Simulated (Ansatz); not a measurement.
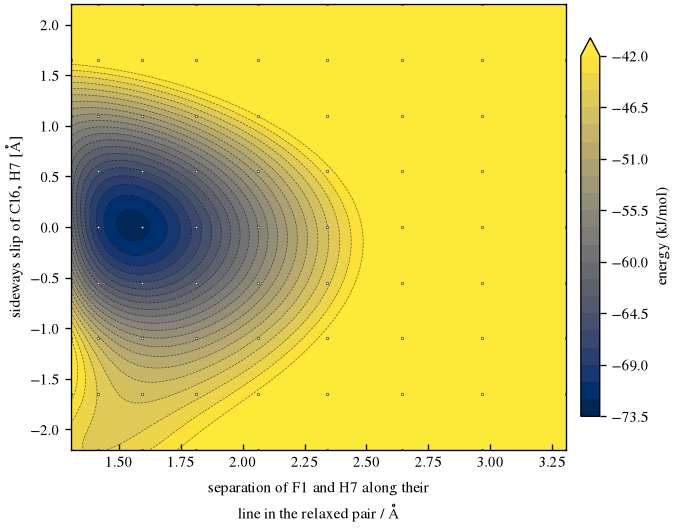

The pair BF₄···ClH, charge −1. The first coordinate is: separation of F1 and H7 along their line in the relaxed pair; the second: sideways slip of Cl6, H7. Nothing is relaxed (both partners rigid). The scan uses a 9 × 9 grid. Points are written as (first, second). Energies: kJ/mol, counted from the ion and the molecule far apart, frozen as in the relaxed pair, each in its own basis (no counterpoise correction). All numbers below come from RKS B3LYP-D4/def2-SVPD (Ansatz 0.2.0).

Drawn: filled contours, dots at the grid points, one colour for all values above the top of the scale. Between grid points the surface is interpolated.

### Estimate the position of the minimum and the force constants in these coordinates.

The interpolated minimum is at the first coordinate ≈ 1.551 Å, sideways slip of Cl6, H7 ≈ 0.01 Å. The curvatures there are about 2.8 eV/Å² and 0.52 eV/Å², with a cross term of about 0.16 eV/Å². Round the minimum the two coordinates are weakly coupled (coupling 0.13 in units of the two stiffnesses). (1 eV is 96.5 kJ/mol.)
